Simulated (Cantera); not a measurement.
A closed system holds: 1 mol Pb, 0.2 mol N2, 0.5 mol H2, equilibrated at 0.233 Torr.

Equilibrium computed with Cantera from the NASA thermochemical tables; the gas is ideal and each condensed phase is pure. Candidate condensed phases: Pb; 11 gas species. Equilibrium is a limit: real reactors are often held back by kinetics, nucleation or transport.

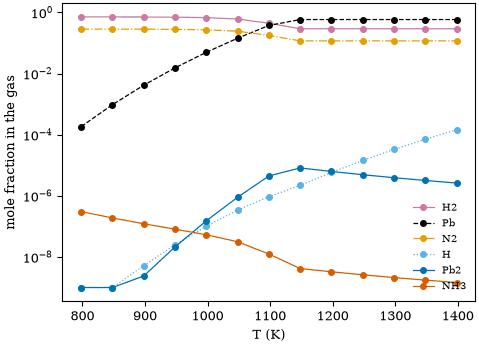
Fig. 1. Equilibrium gas composition (values under 1e-9 drawn at 1e-9)

Question: Read off the mole fractions at 1048 K.

Answer: H2 about 0.61, N2 about 0.24, Pb about 0.14, Pb2 about 9.0e-7, H about 3.4e-7, NH3 about 3.1e-8.
